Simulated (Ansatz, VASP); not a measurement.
**BaHRh: VASP beside Ansatz**

Wanted: the spread between two codes on one cell, functional and k mesh. The cell is invented: other elements were put on sites of a known structure type. It may not be a known or stable phase. The cell comes out of the VASP series on this material, whose earlier steps may have relaxed, scaled or displaced it; both programs get it as it stands.

Program: Ansatz 0.2.0. Level of theory: plane waves, with VASP 6.6.1 beside it; single point at PBE. Results are calculated unless marked as measured.

**1. The starting structure**

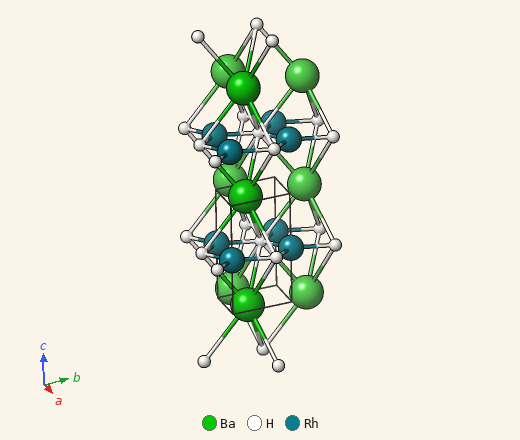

The cell as given, slightly off an axis (barium green, hydrogen white, rhodium blue). 1×1×2 cells are drawn. Some periodic images of atoms are drawn too.

**2. VASP: single point, PBE**

A single point gives forces, pressure and levels at one fixed geometry, so differences don't come from the geometry; what else differs is listed under the comparison.

Lines of VASP's logs that name or quote its potential files are left out, and so is its time.

Contents of INCAR:

```
SYSTEM = BaHRh
PREC = Accurate
ENCUT = 400
EDIFF = 1E-06
NELM = 100
ISMEAR = -1
SIGMA = 0.05
LREAL = .FALSE.
ALGO = Normal
GGA = PE
NBANDS = 19
LORBIT = 11
LWAVE = .FALSE.
LCHARG = .TRUE.
ISIF = 2
LELF = .TRUE.
LVHAR = .TRUE.
```

Contents of POSCAR:

```
BaHRh
1.0
    3.5134335820      0.0000000000      0.0000000000
   -1.7567167910      3.0427227338      0.0000000000
    0.0000000000      0.0000000000      4.9727394192
Ba H Rh
1 1 1
Direct
    0.6666666700      0.3333333300      0.0000000000
    0.3333333300      0.6666666700      0.5000000000
    0.0000000000      0.0000000000      0.5000000000
```

Contents of KPOINTS:

```
Automatic mesh
0
Gamma
9 9 6
0 0 0
```

PAW data sets: Ba_sv, H and Rh_pv (PBE family, release 64).

Command:

```
mpirun -np 1 vasp_std
```

Numbers of over 12 decimals in the logs are rounded to 6 here.

The program printed:

```text
[banner, memory and clock lines left out]
running    1 mpi-ranks, on    1 nodes
 distrk:  each k-point on    1 cores,    1 groups
 distr:  one band on    1 cores,    1 groups

 POSCAR found type information on POSCAR BaH Rh
 POSCAR found :  3 types and       3 ions
 LDA part: xc-table for (Slater+PW92), standard interpolation
 POSCAR, INCAR and KPOINTS ok, starting setup
 FFT: planning ... GRIDC
 FFT: planning ... GRID_SOFT
 FFT: planning ... GRID
 WAVECAR not read
 entering main loop
       N       E                     dE             d eps       ncg     rms          rms(c)
DAV:   1     0.169520365661E+03    0.16952E+03   -0.13266E+04  1984   0.109E+03
DAV:   2    -0.509608367156E+01   -0.17462E+03   -0.17086E+03  2072   0.303E+02
DAV:   3    -0.122492558724E+02   -0.71532E+01   -0.70714E+01  2356   0.590E+01
DAV:   4    -0.125371448390E+02   -0.28789E+00   -0.28758E+00  2407   0.765E+00
DAV:   5    -0.125402104548E+02   -0.30656E-02   -0.30652E-02  2190   0.750E-01    0.788E+00
DAV:   6    -0.124985883017E+02    0.41622E-01   -0.37473E+00  1920   0.104E+01    0.403E+00
DAV:   7    -0.122679896403E+02    0.23060E+00   -0.19153E+00  2027   0.682E+00    0.350E+00
DAV:   8    -0.122315531454E+02    0.36436E-01   -0.15711E-01  2128   0.269E+00    0.449E-01
DAV:   9    -0.122304695947E+02    0.10836E-02   -0.10264E-02  2043   0.502E-01    0.168E-01
DAV:  10    -0.122305438405E+02   -0.74246E-04   -0.79136E-04  2037   0.198E-01    0.331E-02
DAV:  11    -0.122305533106E+02   -0.94702E-05   -0.76025E-05  2067   0.681E-02    0.156E-02
DAV:  12    -0.122305551128E+02   -0.18021E-05   -0.99040E-06  2021   0.222E-02    0.321E-03
DAV:  13    -0.122305548216E+02    0.29119E-06   -0.40540E-07  1089   0.431E-03
   1 F= -.12230555E+02 E0= -.12223675E+02  d E =-.137596E-01
```

OUTCAR, selected parts (step 2):

```text
ion  position               nearest neighbor table
   1  0.667  0.333  0.000-   3 3.21   3 3.21   3 3.21   3 3.21   3 3.21   3 3.21
   2  0.333  0.667  0.500-   3 2.03   3 2.03   3 2.03
   3  0.000  0.000  0.500-   2 2.03   2 2.03   2 2.03   1 3.21   1 3.21   1 3.21   1 3.21   1 3.21
                             1 3.21

  LATTYP: Found a hexagonal cell.
 ALAT       =     3.5134335820
 C/A-ratio  =     1.4153503412

 Subroutine GETGRP returns: Found 12 space group operations
 (whereof 12 operations were pure point group operations)

The static configuration has the point symmetry D_3h.

 Found     48 irreducible k-points:

   k-points           NKPTS =     48   k-points in BZ     NKDIM =     48   number of bands    NBANDS=     19

   dimension x,y,z NGX =    24 NGY =   24 NGZ =   32
   dimension x,y,z NGXF=    48 NGYF=   48 NGZF=   64

   ENCUT  =  400.0 eV  29.40 Ry    5.42 a.u.   5.73  5.73  8.11*2*pi/ulx,y,z

   NELECT =      26.0000    total number of electrons

 k-points in reciprocal lattice and weights: Automatic mesh
   0.00000000  0.00000000  0.00000000       0.002
   0.11111111 -0.00000000  0.00000000       0.012
   0.22222222  0.00000000  0.00000000       0.012
   0.33333333  0.00000000  0.00000000       0.012
   0.44444444  0.00000000  0.00000000       0.012
   0.11111111  0.11111111  0.00000000       0.012
   0.22222222  0.11111111  0.00000000       0.025
   0.33333333  0.11111111  0.00000000       0.025
   0.44444444  0.11111111  0.00000000       0.012
[...]
0.33333333  0.22222222  0.50000000       0.025
   0.33333333  0.33333333  0.50000000       0.004

 average (electrostatic) potential at core
       1 -34.5009       2 -31.0757       3 -75.8465

 E-fermi :   5.6957

 k-point     1 :       0.0000    0.0000    0.0000
  band No.  band energies     occupation
    ...
      9       2.9018      2.00000
     10       3.8780      2.00000
     11       3.8780      2.00000
     12       4.3385      2.00000
     13       4.3385      2.00000
     14       6.4588      0.00000
     15       8.2200      0.00000
     16       8.2200      0.00000
     17       9.4113      0.00000
     18      10.7474      0.00000
    ...

 k-point     2 :       0.1111   -0.0000    0.0000
  band No.  band energies     occupation
    ...
      9       3.1333      2.00000
     10       3.7004      2.00000
     11       3.9956      2.00000
     12       4.2660      2.00000
     13       4.2864      2.00000
     14       6.6892      0.00000
     15       7.9266      0.00000
     16       8.6057      0.00000
     17       8.6453      0.00000
     18      10.9310      0.00000
    ...

 k-point     3 :       0.2222    0.0000    0.0000
  band No.  band energies     occupation
    ...
      9       3.2837      2.00000
     10       3.5584      2.00000
     11       4.0332      2.00000
     12       4.1579      2.00000
     13       4.3131      2.00000
     14       6.6817      0.00000
     15       7.4872      0.00000
     16       8.3353      0.00000
     17       9.8547      0.00000
     18      11.0851      0.00000
    ...

  Total        0.3703691      0.3703691     -0.3475080      0.0000000      0.0000000      0.0000000
  in kB       11.1623462     11.1623462    -10.4733495      0.0000000      0.0000000      0.0000000
  external PRESSURE =       3.9504476 kB  Pullay stress =       0.0000000 kB

  energy-cutoff  :      400.00
  volume of cell :       53.16
      direct lattice vectors                 reciprocal lattice vectors
     3.513433582  0.000000000  0.000000000     0.284621860  0.164326507  0.000000000
    -1.756716791  3.042722734  0.000000000     0.000000000  0.328653015  0.000000000
     0.000000000  0.000000000  4.972739419     0.000000000  0.000000000  0.201096401

 POSITION                                       TOTAL-FORCE (eV/Angst)
 -----------------------------------------------------------------------------------
      1.75672      1.01424      0.00000        -0.000000      0.000000      0.000000
     -0.00000      2.02848      2.48637         0.000000     -0.000000      0.000000
      0.00000      0.00000      2.48637         0.000000     -0.000000      0.000000
 -----------------------------------------------------------------------------------
    total drift:                               -0.000008      0.000005     -0.000000

  FREE ENERGIE OF THE ION-ELECTRON SYSTEM (eV)
  ---------------------------------------------------
  free  energy   TOTEN  =       -12.2305548216 eV

  energy  without entropy=      -12.2167951875  energy(sigma->0) =      -12.22367500

 total charge
# of ion       s       p       d       tot
------------------------------------------
    1        2.052   5.521   0.595   8.168
    2        0.458   0.016   0.000   0.474
    3        0.294   6.101   7.380  13.775
--------------------------------------------------
tot          2.804  11.637   7.974  22.416

[... 3 further parts left out ...]
```

The run ends at a pressure of 0.40 GPa.

**3. Ansatz: single point, PBE**

Ansatz runs on its default PAW (the set named soft_2) files.

The same cell, functional, mesh and smearing now go to Ansatz, which takes its cutoff from its data sets.

Contents of input.yaml:

```yaml
crystal:
  lattice:
    - [3.513433582, 0.0, 0.0]
    - [-1.756716791, 3.0427227338, 0.0]
    - [0.0, 0.0, 4.9727394192]
  atoms:
    - { symbol: Ba, position: [0.66666667, 0.33333333, 0.0] }
    - { symbol: H, position: [0.33333333, 0.66666667, 0.5] }
    - { symbol: Rh, position: [0.0, 0.0, 0.5] }
hamiltonian:
  xc: pbe
  pseudopotentials: { kind: paw }
kpoints:
  mp_grid: { grid: [9, 9, 6] }
scf:
  occupations: { method: fermi_dirac, width: 0.05 }
  n_extra_bands: 4
output:
  forces: true
  stress: true
  eigenvalues: true
```

Command:

```
ansatz run input.yaml --threads 2 --pin off --max-ram 4608MiB --backend cpu --events-out ev --progress --plain --runs-dir out
```

The program printed:

```text
scf.n_extra_bands = 4 over 14 filled bands (N_el = 28.0): the run solves 18 bands
Engine: ansatz 0.2.0, x86_64-unknown-linux-gnu
Pseudopotentials: kind: paw
Pseudopotential: Ba, paw, valence charge 10, recommended cutoff 420 eV (normal), Ba.paw.azcp
Pseudopotential: H, paw, valence charge 1, recommended cutoff 420 eV (normal), H.paw.azcp
Pseudopotential: Rh, paw, valence charge 17, recommended cutoff 420 eV (normal), Rh.paw.azcp
Functional definition: PBE
  parameter kappa = 0.804
  parameter beta = 0.066725
  exchange = pbe_x(kappa = kappa, mu = beta*pi^2/3)
  correlation = pbe_c(beta = beta)
Crystal: 3 atoms, lattice volume = 53.161 Å³
Basis set: ecut = 420 eV, 1043 PW (Γ), exchange–correlation on 48×48×72 points (8 copies of the dense FFT grid, shifted against one another)
Bands: 18, of which v1, the nominal top of the filled ones, is band 14 counted from 1 (13 counted from 0)
Symmetry: 12 space group operations
Space group: P-6m2 (ITA 187), of the structure as read, at distance tolerance 3.8e-5 Å
k-points: 48 of 486 (time reversal used)
Non-local potential: Ba, projectors of the file, l = 0: 3, l = 1: 2, l = 2: 2, l = 3: 2
Non-local potential: H, projectors of the file, l = 0: 2, l = 1: 1
Non-local potential: Rh, projectors of the file, l = 0: 3, l = 1: 2, l = 2: 2, l = 3: 1
PAW form: soft (Blöchl's): semilocal exchange-correlation on the pseudo side does not see the compensation charge
PAW one-centre angular grid: Ba, 194 points (default); XC on 64 Gauss nodes
PAW one-centre angular grid: H, 110 points (default); XC on 64 Gauss nodes
PAW one-centre angular grid: Rh, 590 points (default); XC on 64 Gauss nodes
Initial density: superposition of atomic densities (neutral atoms: chi_scale 0, normalization atom), corrected by the library's trained network
Initial wavefunctions: pseudopotential atomic-orbital guess
Functional: x = pbe(κ = 0.804, μ = 0.219515), c = pbe(β = 0.066725)
SCF iter   1: F=—  HF=-12368.167328 eV  |F-HF|=—  |Δ(HF+E_count)|=         —  Δρ=1.56e-2  dr2=2.30e-1  ethr=1.77e-3  ⟨swp⟩=6.9  Hψ=4985  notcnv=0
preconditioner: auto → Kerker (q_TF=auto, 2.452 Å⁻¹)  [metal: Δε(μ)=0.045 eV  Ē_g=8.343 eV  σ=0.050 eV  W_gap=0.22  n_scr=20 (ndim 8)  ℏωp=21.6 eV  f_vac=0.000  D(μ)=1.98/eV (n_scr^D=22)]
SCF iter   2: F=—  HF=-12368.148881 eV  |F-HF|=—  |Δ(HF+E_count)|=   1.84e-2  Δρ=4.71e-3  dr2=1.56e-2  ethr=8.21e-4  ⟨swp⟩=1.6  Hψ=1305  notcnv=0
SCF iter   3: F=—  HF=-12368.147083 eV  |F-HF|=—  |Δ(HF+E_count)|=   1.80e-3  Δρ=1.51e-3  dr2=1.22e-3  ethr=5.59e-5  ⟨swp⟩=2.0  Hψ=971  notcnv=0
SCF iter   4: F=—  HF=-12368.147023 eV  |F-HF|=—  |Δ(HF+E_count)|=   5.99e-5  Δρ=3.40e-4  dr2=7.22e-5  ethr=4.37e-6  ⟨swp⟩=2.8  Hψ=1468  notcnv=0
SCF iter   5: F=—  HF=-12368.147027 eV  |F-HF|=—  |Δ(HF+E_count)|=   3.53e-6  Δρ=9.83e-5  dr2=6.36e-6  ethr=2.58e-7  ⟨swp⟩=2.2  Hψ=1329  notcnv=0
SCF iter   6: F=—  HF=-12368.147027 eV  |F-HF|=—  |Δ(HF+E_count)|=   5.32e-7  Δρ=3.00e-5  dr2=4.71e-7  ethr=2.27e-8  ⟨swp⟩=2.6  Hψ=1483  notcnv=0
SCF iter   7: F=-12368.147027 eV  HF=-12368.147027 eV  |F-HF|=3.09e-9  |Δ(HF+E_count)|=   9.50e-9  Δρ=6.47e-6  dr2=1.29e-8  ethr=3.57e-10  ⟨swp⟩=6.3  Hψ=4045  notcnv=0
SCF 1 converged in 7 iterations: F = -12368.147027 eV  dr2 = 1.29e-8
  greatest PAW one-centre occupation: 1.000 electrons in one spin orbital (limit 2), on the Rh atom at site 2 (counted from 0), in its partial waves of l = 0
SCF converged after 7 iterations
Free energy (F): -12368.147027 eV
Harris-Foulkes:  -12368.147027 eV  (|F-HF|=3.09e-9)
Internal energy: -12368.132690 eV  (E = F + TS)
E sigma→0 (E₀):  -12368.139859 eV
Entropy (-TS):   -0.014337 eV (-4.779 meV/atom)
Fermi energy:    13.407705 eV
--- Per-component energies (eV) ---
  E_band       = -219.080511
  E_kinetic    = 760.238179
  E_local      = -2714.745143  (includes V_loc(G=0)·N_el)
  E_nonlocal   = 418.281635
  E_hartree    = 1027.574425
  E_xc         = -399.329179
  E_vxc        = -426.457310  (∫ρ·V_xc dr)
  E_paw        = -8815.942884  (= ΣΔE_a)
  E_vpaw       = -311.548445  (= ΣTr[D̂ρ^β])
  E_aug_tail   = 0.000024  (compensation charges beyond the density's cutoff)
  E_ewald      = -2644.209746
  E_smearing   = -0.014337  (= −TS)
  E_closure    = -0.000000  (closes the sum)
  Σ components = -12368.147027   (vs F -12368.147027, Δ=0.00e0)
--- Forces (eV/Å), atoms counted from 1 ---
  atom   1  Ba     0.00000000     0.00000000     0.00000000
  atom   2  H      0.00000000    -0.00000000     0.00000000
  atom   3  Rh    -0.00000000     0.00000000     0.00000000
  max |Σ_I F_I| component: 1.65e-16 eV/Å
--- Stress (GPa, compression-positive) ---
        0.316217       0.000000       0.000000
        0.000000       0.316217       0.000000
        0.000000       0.000000      -2.748054
  P = ⅓ Tr σ = -0.7052 GPa (-7.052 kbar)
--- Band table (eV; the first three rows and the last of 48) ---
  k-point 0: bands = [... 10 lower, 11.5493, 11.5493, 11.9882, 11.9882, 14.1705, 15.9777, 15.9777, 16.8913]
  k-point 1: bands = [... 10 lower, 11.5103, 11.5103, 11.9891, 11.9891, 13.9774, 16.1026, 16.1026, 16.1687]
  k-point 2: bands = [... 10 lower, 11.4561, 11.4561, 11.9619, 11.9619, 13.2006, 15.5900, 16.4126, 16.4126]
  k-point 47: bands = [... 10 lower, 11.3728, 11.5786, 11.9351, 13.6575, 13.8375, 15.6606, 16.1006, 17.6003]
```

The job ended after 1.4 s (2 threads of Intel Xeon 6975P-C (Granite Rapids), shared host; peak memory 0.4 GiB).

In the SCF lines HF is the Harris–Foulkes energy and dr2 the Hartree energy of the density residual, in eV; the loop may stop once dr2 is under the threshold and the program's other checks hold. Hψ counts applications of the Hamiltonian.

The run ends at a pressure of -0.71 GPa.

**4. Side by side**

Known differences besides the PAW data sets themselves: the data sets hold 28 valence electrons in Ansatz (default PAW (the set named soft_2) files) and 26 in VASP; the cutoff is 420 eV in Ansatz and 400 eV in VASP; VASP leaves aspherical gradient terms in its spheres out (LASPH is not set), Ansatz keeps them. Total energies have different zeros and are not compared.

Compared:

```csv
quantity,Ansatz,VASP,difference
pressure (GPa),-0.71,0.40,-1.10
```

Ansatz's pressure holds a Pulay correction of 0.06 GPa; VASP's holds none.

**5. Looking for the cause**

The difference is large enough to ask for its cause, so further runs change the set-up of one program at a time, as the table lists.

```csv
run,difference in pressure (GPa)
as above,-1.1
Ansatz's larger PAW set (cutoff 1000 eV),-1.1
norm-conserving potentials (cutoff 1197 eV),-1.1
```

**6. What came out**

| Property | Result |
| --- | --- |
| difference in pressure (single point, PBE) | -1.1 GPa |

In words: The difference in pressure is -1.1 GPa (single point, PBE), beyond the 1 GPa picked in this series as the mark of a large difference. For single point, PBE: no further run halves the difference in pressure; only Ansatz's side was varied, and Ansatz's runs with other potentials lie closer to each other than to VASP, which for this quantity points to VASP's side; this was not tested here. Differences of this kind measure data sets and numerical settings, not the functional's error against experiment.

[Lines on the potential files, build, host, timing and source positions are cut from VASP's logs without a mark.]

[Logs are printed without paths, hosts, clocks, repeated set-up lines and the standing remarks that a program may print on its own settings, such as how far it seeks lower states.]

[Hosts, paths, dates, database ids (printed as entryN), source tags and the programs' standing remarks are cut or masked in the printed files.]
